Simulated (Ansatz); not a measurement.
**VSi2N4 monolayer in a perpendicular field**

What dipole does a perpendicular field induce in the VSi2N4 monolayer, and does the gap follow? A positive field points along +c.

Method: plane-wave DFT, PBE-D3(BJ), Ansatz PAW, in Ansatz 0.2.0.

## 1. The starting structure

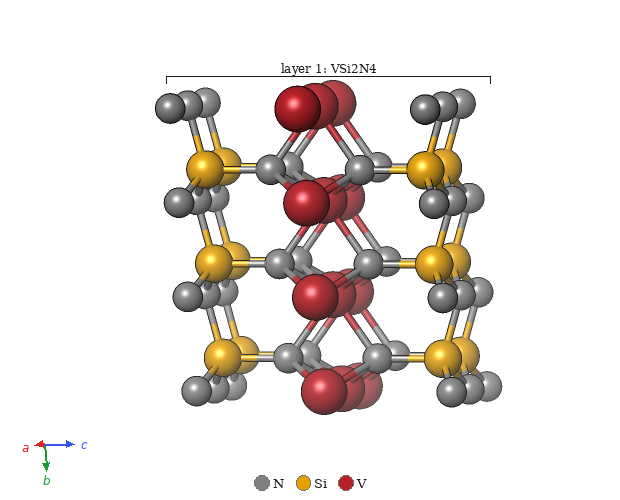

Start, viewed from the side, with the c axis across the page; nitrogen grey, silicon orange, vanadium red. 2×3×1 cells are drawn. Bonds to atoms that aren't drawn are left out. Some periodic images of atoms are drawn too.

The cell holds 7 atoms: 4 N, 2 Si and 1 V. Its edges and angles: a = 2.920 Å, b = 2.920 Å, c = 44.631 Å, α = 90.0°, β = 90.0°, γ = 120.0°. Vacuum lies along c.

Structure file:

```xyz
7
Lattice="2.9200 0.0000 0.0000 -1.4600 2.5288 0.0000 0.0000 0.0000 44.6308" Properties=species:S:1:pos:R:3
N     0.0000    0.0000   18.9000
Si    0.0000    1.6859   19.3694
N     0.0000    1.6859   21.1194
V     0.0000    0.0000   22.3154
N     0.0000    1.6859   23.5114
Si    0.0000    1.6859   25.2614
N     0.0000    0.0000   25.7308
```

## 2. Relaxation

The starting cell is a guess, so the in-plane lattice and the atoms are relaxed first, with the slab cut off from its images along the normal.

File input.yaml:

```yaml
crystal:
  lattice:
    - [2.92, 0.0, 0.0]
    - [-1.46, 2.5287941791, 0.0]
    - [0.0, 0.0, 44.6308141166]
  atoms:
    - { symbol: "N", position: [0.0, 0.0, 0.423474238] }
    - { symbol: Si, position: [0.3333333333, 0.6666666667, 0.4339923585] }
    - { symbol: "N", position: [0.3333333333, 0.6666666667, 0.4732029361] }
    - { symbol: V, position: [0.0, 0.0, 0.5], spin: 1.0 }
    - { symbol: "N", position: [0.3333333333, 0.6666666667, 0.5267970639] }
    - { symbol: Si, position: [0.3333333333, 0.6666666667, 0.5660076415] }
    - { symbol: "N", position: [0.0, 0.0, 0.576525762] }
  periodic: [true, true, false]
magnetization:
  spin_polarized: true
kpoints:
  mp_grid: { grid: [12, 12, 1] }
hamiltonian:
  xc: pbe
  dispersion: d3bj
scf:
  occupations: { method: fermi_dirac, width: 0.05 }
  convergence: { dr2_threshold: 1.0e-09 }
relax:
  f_tol: 0.004
  max_steps: 90
  cell: {}
output:
  write_potential: true
  write_density: true
  volumetric_format: npy
```

On the command line:

```
$ ansatz run input.yaml --threads 2 --pin off --max-ram 3072MiB --backend cpu --events-out ev --progress --plain --runs-dir out
```

Numbers of over 12 decimals in the logs are rounded to 6 here.

The log of the run:

```text
Warning: relax.cell: scf.convergence.dr2_threshold = 1e-9 eV is looser than the 2.47108561653e-10 eV advised for a relaxation that steers and ends on the stress (1e-10 eV for each atom of the cell: 7, times the square of relax.cell.stress_2d_tol = 0.05 N/m over 16.8 Å (the atoms' height at the walk's start and 5 Å past either face), 2.971e-2 GPa, over a crystal's default 0.05). What an SCF threshold leaves in a stress goes as its square root, and in the free energy as the threshold itself, and one threshold admits the most on a small cell: [figures from the program's tests cut] Set scf.convergence.dr2_threshold to 2.47108561653e-10 eV or tighter. [rest of the remark cut]
Engine: ansatz 0.2.0, x86_64-unknown-linux-gnu
Pseudopotentials: kind: paw
Pseudopotential: N, paw, valence charge 5, recommended cutoff 420 eV (normal), N.paw.azcp
Pseudopotential: Si, paw, valence charge 4, recommended cutoff 420 eV (normal), Si.paw.azcp
Pseudopotential: V, paw, valence charge 13, recommended cutoff 420 eV (normal), V.paw.azcp
Functional definition: PBE
  parameter kappa = 0.804
  parameter beta = 0.066725
  exchange = pbe_x(kappa = kappa, mu = beta*pi^2/3)
  correlation = pbe_c(beta = beta)
Crystal: 7 atoms, lattice volume = 329.557 Å³
Basis set: ecut = 420 eV, 6389 PW (Γ), exchange–correlation on 40×40×600 points (8 copies of the dense FFT grid, shifted against one another)
Bands: 28, of which v1, the nominal top of the filled ones, is band 21 counted from 1 (20 counted from 0)
Symmetry: 12 space group operations
Space group: P-6m2 (ITA 187), of the structure as read, at distance tolerance 6.9e-5 Å
Magnetic group: BNS 187.209 (UNI 1439), of the structure as read, at distance tolerance 6.9e-5 Å
k-points: 19 of 144 (time reversal used)
Non-local potential: N, projectors of the file, l = 0: 2, l = 1: 2, l = 2: 1
Non-local potential: Si, projectors of the file, l = 0: 2, l = 1: 2, l = 2: 2
Non-local potential: V, projectors of the file, l = 0: 3, l = 1: 2, l = 2: 3, l = 3: 1
PAW form: soft (Blöchl's): semilocal exchange-correlation on the pseudo side does not see the compensation charge
PAW one-centre angular grid: N, 110 points (default); XC on 64 Gauss nodes
PAW one-centre angular grid: Si, 110 points (default); XC on 64 Gauss nodes
PAW one-centre angular grid: V, 590 points (default); XC on 64 Gauss nodes
Initial density: superposition of atomic densities (neutral atoms: chi_scale 0, normalization atom)
Starting moments: Σ|m| = 1 μB on 1 of 7 sites
Initial wavefunctions: pseudopotential atomic-orbital guess
Functional: x = pbe(κ = 0.804, μ = 0.219515), c = pbe(β = 0.066725)
SCF iter   1: F=—  HF=-5737.099106 eV  |F-HF|=—  |Δ(HF+E_count)|=         —  Δρ=4.71e-2 (↑4.71e-2 ↓4.55e-2)  dr2=3.13e1  dr2_m=5.47e-2  M=0.918 μB ∫|m|=0.988 μB  β_m=0.30  ethr=3.10e-3  ⟨swp⟩=14.8  Hψ=9144  notcnv=0
Mixer restart at iter 1: flushing history
preconditioner: auto → Resta (q_TF=auto, 1.928 Å⁻¹)  ε∞=1.9  [insulator: Δε(μ)=0.193 eV  Ē_g=12.308 eV  σ=0.050 eV  W_gap=0.69  n_scr=26 (ndim 8)  ℏωp=11.8 eV  f_vac=0.757  D(μ)=0.94/eV (n_scr^D=10)  ε∞_Penn≈1.9  vacuum switching on, ρ_ref=1.1e-2 e/Å³]
spin=Collinear: Resta preconditioning applied to the charge; magnetization (m = ρ↑ − ρ↓) channel mixes plain (no charge-response kernel on spin).
SCF iter   2: F=—  HF=-5728.312818 eV  |F-HF|=—  |Δ(HF+E_count)|=    8.79e0  Δρ=1.51e-2 (↑1.47e-2 ↓1.51e-2)  dr2=3.19e0  dr2_m=2.18e-2  M=0.917 μB ∫|m|=1.048 μB  β_m=0.34  ethr=3.10e-3  ⟨swp⟩=5.4  Hψ=3644  notcnv=0  defer=85
SCF iter   3: F=—  HF=-5727.850328 eV  |F-HF|=—  |Δ(HF+E_count)|=   4.62e-1  Δρ=8.69e-3 (↑8.69e-3 ↓8.53e-3)  dr2=5.87e-1  dr2_m=1.10e-2  M=0.942 μB ∫|m|=1.081 μB  β_m=0.48  ethr=3.10e-3  ⟨swp⟩=3.6  Hψ=2352  notcnv=0  defer=81
SCF iter   4: F=—  HF=-5728.008208 eV  |F-HF|=—  |Δ(HF+E_count)|=   1.58e-1  Δρ=3.67e-3 (↑3.67e-3 ↓3.17e-3)  dr2=9.80e-2  dr2_m=3.41e-3  M=0.975 μB ∫|m|=1.130 μB  β_m=0.57  ethr=1.43e-3  ⟨swp⟩=3.3  Hψ=2288  notcnv=0  defer=77
SCF iter   5: F=—  HF=-5728.074836 eV  |F-HF|=—  |Δ(HF+E_count)|=         —  Δρ=1.04e-3 (↑7.05e-4 ↓1.04e-3)  dr2=2.09e-3  dr2_m=1.48e-3  M=0.994 μB ∫|m|=1.196 μB  β_m=0.57  ethr=2.39e-4  ⟨swp⟩=3.9  Hψ=2666  notcnv=0  defer=77
SCF iter   6: F=—  HF=-5728.075092 eV  |F-HF|=—  |Δ(HF+E_count)|=   2.57e-4  Δρ=6.06e-4 (↑6.06e-4 ↓3.61e-4)  dr2=1.04e-3  dr2_m=5.49e-4  M=0.995 μB ∫|m|=1.209 μB  β_m=0.71  ethr=5.10e-6  ⟨swp⟩=3.8  Hψ=3004  notcnv=0  defer=77
SCF iter   7: F=—  HF=-5728.075452 eV  |F-HF|=—  |Δ(HF+E_count)|=   3.60e-4  Δρ=3.40e-4 (↑2.48e-4 ↓3.40e-4)  dr2=1.05e-3  dr2_m=1.15e-4  M=0.995 μB ∫|m|=1.217 μB  β_m=0.66  ethr=2.53e-6  ⟨swp⟩=2.8  Hψ=1984  notcnv=0  defer=77
SCF iter   8: F=—  HF=-5728.075313 eV  |F-HF|=—  |Δ(HF+E_count)|=   1.39e-4  Δρ=1.18e-4 (↑3.67e-5 ↓1.18e-4)  dr2=6.25e-5  dr2_m=1.03e-5  M=0.996 μB ∫|m|=1.224 μB  β_m=0.83  ethr=2.53e-6  ⟨swp⟩=2.7  Hψ=1771  notcnv=0  defer=77
SCF iter   9: F=—  HF=-5728.075607 eV  |F-HF|=—  |Δ(HF+E_count)|=   2.94e-4  Δρ=4.36e-5 (↑4.36e-5 ↓1.83e-5)  dr2=5.92e-6  dr2_m=2.12e-6  M=0.996 μB ∫|m|=1.227 μB  β_m=0.80  ethr=1.53e-7  ⟨swp⟩=3.3  Hψ=2381  notcnv=0  defer=77
SCF iter  10: F=—  HF=-5728.075606 eV  |F-HF|=—  |Δ(HF+E_count)|=   5.96e-7  Δρ=1.67e-5 (↑1.67e-5 ↓5.43e-6)  dr2=2.25e-6  dr2_m=1.06e-7  M=0.996 μB ∫|m|=1.228 μB  β_m=0.88  ethr=1.44e-8  ⟨swp⟩=3.1  Hψ=2124  notcnv=0  defer=77
SCF iter  11: F=—  HF=-5728.075606 eV  |F-HF|=—  |Δ(HF+E_count)|=   1.35e-7  Δρ=4.26e-6 (↑4.26e-6 ↓2.18e-6)  dr2=1.58e-7  dr2_m=4.61e-9  M=0.996 μB ∫|m|=1.228 μB  β_m=0.94  ethr=5.48e-9  ⟨swp⟩=2.5  Hψ=1646  notcnv=0  defer=77
SCF iter  12: F=—  HF=-5728.075606 eV  |F-HF|=—  |Δ(HF+E_count)|=   9.53e-9  Δρ=1.09e-6 (↑1.09e-6 ↓7.70e-7)  dr2=9.95e-9  dr2_m=1.35e-10  M=0.996 μB ∫|m|=1.228 μB  β_m=0.97  ethr=3.85e-10  ⟨swp⟩=2.9  Hψ=2238  notcnv=0  defer=77
SCF iter  13: F=-5728.075606 eV  HF=-5728.075606 eV  |F-HF|=2.96e-10  |Δ(HF+E_count)|=  8.46e-10  Δρ=2.52e-7 (↑2.52e-7 ↓2.27e-7)  dr2=8.01e-10  dr2_m=7.81e-12  M=0.996 μB ∫|m|=1.228 μB  ethr=2.44e-12  ⟨swp⟩=9.3  Hψ=8894  notcnv=0
SCF 1 converged in 13 iterations: F = -5728.075606 eV  dr2 = 8.01e-10
  greatest PAW one-centre occupation: 1.000 electrons in one spin orbital (limit 2), on the V atom at site 3 (counted from 0), in its partial waves of l = 0
relax step   1: F+E_penalty+E_count = -5728.07560611 eV  Δ(F+E_penalty+E_count) = +0.000e0 eV  max|allowed force component| = 1.053e0 eV/Å  Δτ_max = 0.0000 Å  P = -10.340 N/m  Ω = 329.557 Å³  fix = [c, alpha, beta]  reactions: c +0.000 N/m  (13 SCF iters, accepted)
Crystal: 7 atoms, lattice volume = 321.845 Å³
[...]
relax step   7: F+E_penalty+E_count = -5728.25570206 eV  Δ(F+E_penalty+E_count) = -1.898e-5 eV  max|allowed force component| = 5.571e-5 eV/Å  Δτ_max = 0.0007 Å  P = -0.000 N/m  Ω = 317.704 Å³  energy of the carried Pulay correction = +8.150e-3 eV  fix = [c, alpha, beta]  reactions: c +0.000 N/m  (7 SCF iters, accepted)
[...]
relax step   8: F+E_penalty+E_count = -5728.24913161 eV  Δ(F+E_penalty+E_count) = +6.570e-3 eV  max|allowed force component| = 3.876e-4 eV/Å  Δτ_max = 0.0000 Å  P = -0.184 N/m  Ω = 317.704 Å³  fix = [c, alpha, beta]  reactions: c +0.000 N/m  stress off target by 1.84e-1 N/m on what of the cell is left free  SCF on the basis re-selected at this cell (its energy is not comparable with the rows above)  (9 SCF iters)
[...]
relax step   9: F+E_penalty+E_count = -5728.24927620 eV  Δ(F+E_penalty+E_count) = -1.446e-4 eV  max|allowed force component| = 1.160e-3 eV/Å  Δτ_max = 0.0004 Å  P = -0.004 N/m  Ω = 317.531 Å³  energy of the carried Pulay correction = +1.219e-4 eV  fix = [c, alpha, beta]  reactions: c +0.000 N/m  (8 SCF iters, accepted)
iter 1 solved again at ethr=1.38e-7 eV; its pass at ethr=3.10e-3 eV (dr2=5.66e-5 eV) is discarded
SCF iter   1: F=—  HF=-5728.249187 eV  |F-HF|=—  |Δ(HF+E_count)|=         —  Δρ=9.45e-7 (↑9.36e-7 ↓9.45e-7)  dr2=3.36e-9  dr2_m=5.80e-11  M=0.970 μB ∫|m|=1.150 μB  β_m=0.65  ethr=1.38e-7  ⟨swp⟩=7.0  Hψ=15103  notcnv=0
eigensolver tolerance schedule: the retry pair's looser diagonalisation over-reported the residual by 16842.56 of it (diagonalisation noise at 3.01 of the residual, at the tolerance the schedule requests for it); recorded, not acted on — ethr = c·dr2/N_el stays at c = 1.0e-1
preconditioner: auto → LDOS  [metal: Δε(μ)=0.074 eV  Ē_g=11.145 eV  σ=0.050 eV  W_gap=0.34  n_scr=26 (ndim 8)  ℏωp=12.0 eV  f_vac=0.768  D(μ)=0.48/eV (n_scr^D=6)]
spin=Collinear: LDOS preconditioning applied to the charge; magnetization (m = ρ↑ − ρ↓) channel mixes plain (no charge-response kernel on spin).
SCF iter   2: F=—  HF=-5728.249153 eV  |F-HF|=—  |Δ(HF+E_count)|=   3.34e-5  Δρ=7.21e-7 (↑7.21e-7 ↓6.37e-7)  dr2=4.83e-9  dr2_m=3.51e-11  M=0.970 μB ∫|m|=1.150 μB  β_m=0.30  ethr=8.20e-12  ⟨swp⟩=6.5  Hψ=4620  notcnv=0
SCF iter   3: F=—  HF=-5728.249153 eV  |F-HF|=—  |Δ(HF+E_count)|=   1.62e-9  Δρ=4.72e-7 (↑4.72e-7 ↓4.50e-7)  dr2=1.10e-9  dr2_m=8.40e-12  M=0.970 μB ∫|m|=1.150 μB  β_m=0.65  ethr=8.20e-12  ⟨swp⟩=2.5  Hψ=1824  notcnv=0
SCF iter   4: F=—  HF=-5728.249153 eV  |F-HF|=—  |Δ(HF+E_count)|=  7.91e-11  Δρ=4.43e-7 (↑4.43e-7 ↓3.63e-7)  dr2=2.40e-9  dr2_m=1.26e-11  M=0.970 μB ∫|m|=1.150 μB  β_m=0.57  ethr=2.67e-12  ⟨swp⟩=2.8  Hψ=2261  notcnv=0
SCF iter   5: F=-5728.249153 eV  HF=-5728.249153 eV  |F-HF|=1.80e-10  |Δ(HF+E_count)|=   1.15e-9  Δρ=2.55e-7 (↑2.55e-7 ↓2.10e-7)  dr2=6.89e-10  dr2_m=4.77e-12  M=0.970 μB ∫|m|=1.150 μB  ethr=2.44e-12  ⟨swp⟩=14.2  Hψ=8903  notcnv=0
SCF 10 converged in 5 iterations: F = -5728.249153 eV  dr2 = 6.89e-10
relax step  10: F+E_penalty+E_count = -5728.24915320 eV  Δ(F+E_penalty+E_count) = +1.230e-4 eV  max|allowed force component| = 1.174e-3 eV/Å  Δτ_max = 0.0000 Å  P = -0.006 N/m  Ω = 317.531 Å³  fix = [c, alpha, beta]  reactions: c +0.000 N/m  stress off target by 6.21e-3 N/m on what of the cell is left free  SCF on the basis re-selected at this cell (its energy is not comparable with the rows above)  (5 SCF iters)
basis re-selected at this cell: Δ(F+E_penalty+E_count) = +1.230e-4 eV, ΔP = -0.002 N/m vs the last step (what re-selecting the basis moved, of the pressure what is left beyond the Pulay correction that the steps carried, after the strain that the cell walked since its last selection, with what the two solves' SCF thresholds leave and, on support functions, any second-order correction that the steps lacked; it is no m [...]
WARN: The output density's exchange-correlation potential varies sharply where the density is thin. Do not read a vacuum level from v_tot or v_xc, or from such a field of the output density. On a cell that repeats whose density bears no net charge and no dipole along the vacuum's axis use v_es (v_loc + v_h of the components); under efield.dipole_correction with no amplitude use v_es + v_field, which holds any externa [...]
SCF converged after 5 iterations
Magnetization: 0.9705 μB (20.9852 up, 20.0148 down)
Absolute magnetization: 1.1504 μB (∫|ρ↑−ρ↓|, with the PAW one-centre terms)
Spin contamination: 0.0134 ħ² per cell (⟨S²⟩ above its minimum at these occupations)
Per-site moments (μB) at R_I (Å): [(0.00274737, 0.717572), (0.00282708, 0.717572), (-0.036375, 0.722177), (0.723962, 0.834181), (-0.036375, 0.722177), (0.00282708, 0.717572), (0.00274737, 0.717572)]
Free energy (F): -5728.249153 eV
Harris-Foulkes:  -5728.249153 eV  (|F-HF|=1.80e-10)
Internal energy: -5728.244314 eV  (E = F + TS)
E sigma→0 (E₀):  -5728.246734 eV
Entropy (-TS):   -0.004839 eV (-0.691 meV/atom)
Fermi energy:    -5.517777 eV
--- Per-component energies (eV) ---
  E_band       = -831.369699
  E_kinetic    = 960.455904
  E_local      = -185199.847326  (includes V_loc(G=0)·N_el)
  E_nonlocal   = 182.493143
  E_hartree    = 92037.673341
  E_xc         = -487.142311
  E_vxc        = -572.437869  (∫ρ·V_xc dr)
  E_paw        = -2646.755576  (= ΣΔE_a)
  E_vpaw       = -277.380856  (= ΣTr[D̂ρ^β])
  E_aug_tail   = 0.000674  (compensation charges beyond the density's cutoff)
  E_ewald      = 89426.664926
  E_disp       = -1.787090  (pairwise vdW)
  E_smearing   = -0.004839  (= −TS)
  E_closure    = -0.000000  (closes the sum)
  Σ components = -5728.249153   (vs F -5728.249153, Δ=0.00e0)
--- Forces (eV/Å), atoms counted from 1 ---
  atom   1  N     -0.00000000    -0.00000000    -0.00044488
  atom   2  Si     0.00000000     0.00000000     0.00020374
  atom   3  N      0.00000000    -0.00000000     0.00117371
  atom   4  V      0.00000000    -0.00000000     0.00000000
  atom   5  N      0.00000000    -0.00000000    -0.00117371
  atom   6  Si     0.00000000     0.00000000    -0.00020374
  atom   7  N      0.00000000    -0.00000000     0.00044488
  max |Σ_I F_I| component: 2.59e-16 eV/Å
--- 2D stress c σ (N/m, compression-positive) ---
       -0.006206       0.000000       0.000000
        0.000000      -0.006206       0.000000
        0.000000       0.000000       0.000000
  P = ½ c Tr σ = -0.0062 N/m
--- Band table (eV; the first three rows and the last of 38) ---
  k-point 0 ↑: bands = [... 17 lower, -7.4307, -7.4137, -7.4137, -5.4990, -2.9803, -2.9803, -2.9008, -2.9008, ... 3 higher]
  k-point 1 ↑: bands = [... 17 lower, -7.6845, -7.5422, -7.2351, -5.5733, -3.0733, -3.0667, -2.9750, -2.8433, ... 3 higher]
  k-point 2 ↑: bands = [... 17 lower, -8.0290, -7.8589, -7.2965, -5.8724, -3.2879, -3.1761, -3.0864, -2.5162, ... 3 higher]
  k-point 18 ↓: bands = [... 17 lower, -9.2015, -7.5373, -6.9235, -5.0497, -3.4228, -2.5128, -2.1828, -1.5828, ... 3 higher]
  the weakly bound empty levels are not read free of the cell's end (no_gap_told)
--- Relaxed structure (8 steps of the walk, 7 accepted, 2 SCFs on fresh bases) ---
  F+E_penalty+E_count = -5728.24915320 eV   max|allowed force component| = 1.174e-3 eV/Å   (the final SCF, on the basis selected at the relaxed cell)
  cell:  # Å, volume = 317.5307 Å³
    - [2.866224, 0.0, 0.0]
    - [-1.433112, 2.482223, 0.0]
    - [0.0, 0.0, 44.6308141166]
  atoms:
    - { symbol: N, position: [1.0573552618554993e-17, -5.135725556199063e-17, 0.422711] }
    - { symbol: Si, position: [0.333333, 0.666667, 0.434729] }
    - { symbol: N, position: [0.333333, 0.666667, 0.473956] }
    - { symbol: V, position: [1.0573552618554984e-17, -5.1357255561990646e-17, 0.5] }
    - { symbol: N, position: [0.333333, 0.666667, 0.526044] }
    - { symbol: Si, position: [0.333333, 0.666667, 0.565271] }
    - { symbol: N, position: [1.0573552618554993e-17, -5.135725556199063e-17, 0.577289] }
```

It took 2.3 min on 2 threads of Intel Xeon Platinum 8488C (Sapphire Rapids), shared host; peak memory 0.78 GiB.

The steps of the relaxation:

```
step  energy less that of the first step (eV)  largest force component (eV/Å)  volume (Å³)
   1                                   0.0000                          1.0528       329.56
   2                                  -0.1620                          0.2337       321.85
   3                                  -0.1798                          0.0706       317.51
   4                                  -0.1796                          0.1423       317.30
   5                                  -0.1801                          0.0150       317.62
   6                                  -0.1801                          0.0049       317.72
   7                                  -0.1801                          0.0001       317.70
  8*                                  -0.1735                          0.0004       317.70
   9                                  -0.1737                          0.0012       317.53
 10*                                  -0.1735                          0.0012       317.53
```

Relaxation steps marked * repeat the geometry before them on a plane-wave basis chosen anew for their cell, so energy and pressure can jump there. Relaxation step 4 was tried and not accepted.

Forces are held to the 12 operations that the run works with; a distortion that breaks them can't arise in this run.

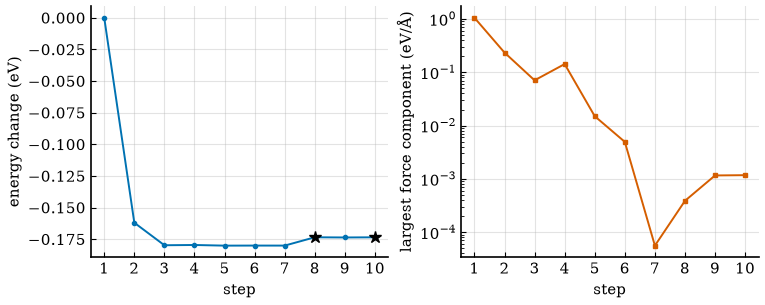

Energy and largest force along the relaxation. Stars mark steps on a basis chosen anew.

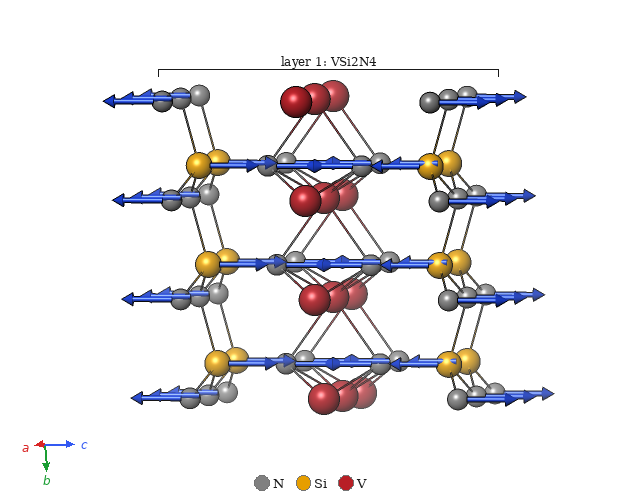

Displacements in the relaxation, exaggerated, measured against the changing cell; the longest in the cell stands for 0.03 Å. Bonds to atoms that aren't drawn are left out. 2×3×1 cells are drawn. Some periodic images of atoms are drawn too.

```
cell as run  before  after  change
      a (Å)   2.920  2.866  -1.8 %
      b (Å)   2.920  2.866  -1.8 %
```

The atoms that moved most (Å, along periodic axes as changes of fractional coordinates times the final cell, across vacuum about the mean position):

```
atom     dx     dy      dz  length
  N7  0.000  0.000   0.034   0.034
  N1  0.000  0.000  -0.034   0.034
  N3  0.000  0.000   0.034   0.034
  N5  0.000  0.000  -0.034   0.034
 Si2  0.000  0.000   0.033   0.033
 Si6  0.000  0.000  -0.033   0.033
```

Final coordinates:

```cif
data_structure
_symmetry_space_group_name_H-M 'P 1'
_symmetry_Int_Tables_number 1
_cell_length_a 2.8662
_cell_length_b 2.8662
_cell_length_c 44.6308
_cell_angle_alpha 90.000
_cell_angle_beta 90.000
_cell_angle_gamma 120.000
_cell_volume 317.53
loop_
_atom_site_label
_atom_site_type_symbol
_atom_site_fract_x
_atom_site_fract_y
_atom_site_fract_z
_atom_site_occupancy
N1 N 0.00000 0.00000 0.42271 1
Si2 Si 0.33333 0.66667 0.43473 1
N3 N 0.33333 0.66667 0.47396 1
V4 V 0.00000 0.00000 0.50000 1
N5 N 0.33333 0.66667 0.52604 1
Si6 Si 0.33333 0.66667 0.56527 1
N7 N 0.00000 0.00000 0.57729 1
```

Numbers from this step:

```
energy at zero smearing : -5728.2467 eV
total moment            : 0.9705 μB
site moments            : 0.002747, 0.002827, -0.03637, 0.7240, -0.03637, 0.002827, 0.002747 μB
```

Site moment by atom:

```
atom  site moment (μB)
  N1             0.003
 Si2             0.003
  N3            -0.036
  V4             0.724
  N5            -0.036
 Si6             0.003
  N7             0.003
```

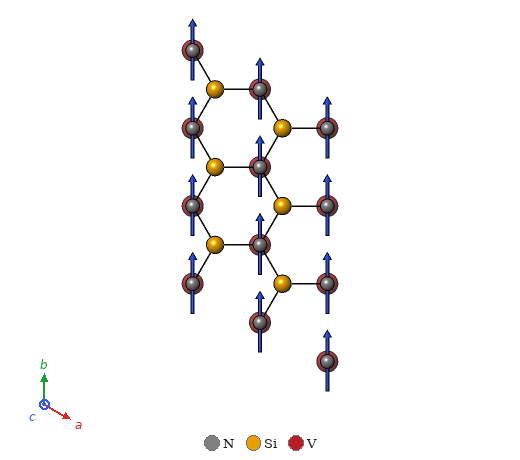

Site moment as arrows, the longest 0.724 μB. Up and down stand for the sign. Arrows give size and sign along the axis of quantisation, drawn up and down the page. Bonds to atoms that aren't drawn are left out. 2×3×1 cells are drawn. Some periodic images of atoms are drawn too.

The lattice constant a goes from 2.920 to 2.866 Å.

[end of part 1 of 3]

[Logs are printed without paths, hosts, clocks, repeated set-up lines and the standing remarks that a program may print on its own settings, such as how far it seeks lower states.]

[Hosts, paths, dates, database ids (printed as entryN), source tags and the programs' standing remarks are cut or masked in the printed files.]

[Maps of the electrostatic potential energy from Ansatz leave out the sawtooth potential of an applied field or a dipole correction, so their vacuum need not be flat; planar profiles and work functions include it.]
